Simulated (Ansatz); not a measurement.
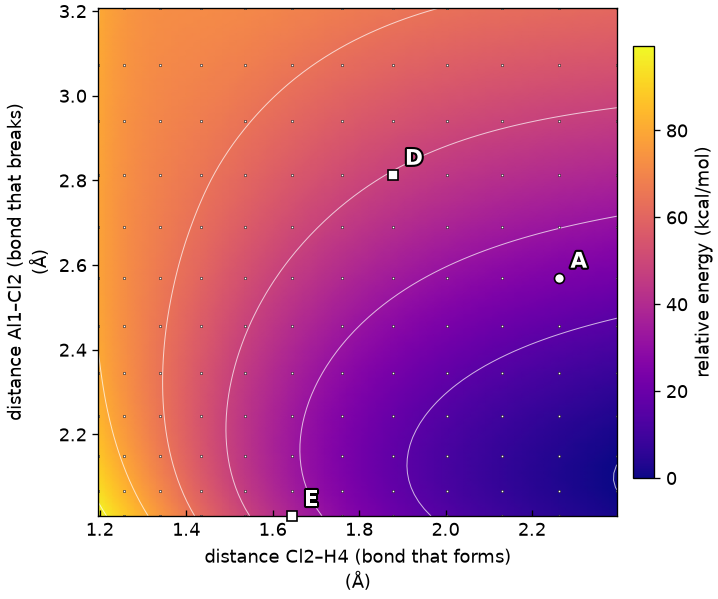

The reacting system AlCl2HO (fragments AlCl₂HO where the first distance is long, AlClO + ClH where the second is long). 
- Coordinates scanned: (1) distance Cl2–H4 (bond that forms); (2) distance Al1–Cl2 (bond that breaks).
- Relaxed at each point: all other coordinates.
- The scan uses a 12 × 12 grid.
- Points are written as (first, second).
- Energies are in kcal/mol, from the lowest grid point.
- The reference is spin-restricted, so regions where a bond is pulled apart into radicals lie too high.
- Theory: Ansatz 0.2.0, RKS B3LYP-D4/def2-SVP.

The picture shows a smooth colour map with a few white contour lines, dots at the grid points, lettered points. Between grid points the surface is interpolated.

> Is A the lowest point of the computed grid?

No. A lies 24 kcal/mol above the lowest grid point, which is at (2.397 Å, 2.067 Å).

> What kind of point is each of A, D: minimum, saddle, maximum or slope?

A: on a slope; D: on a slope. (In these two coordinates alone; a stationary point may lie a little off the grid point.)

> Rank the lettered points by energy, lowest first.

A (24 kcal/mol), E (38 kcal/mol), D (47 kcal/mol).
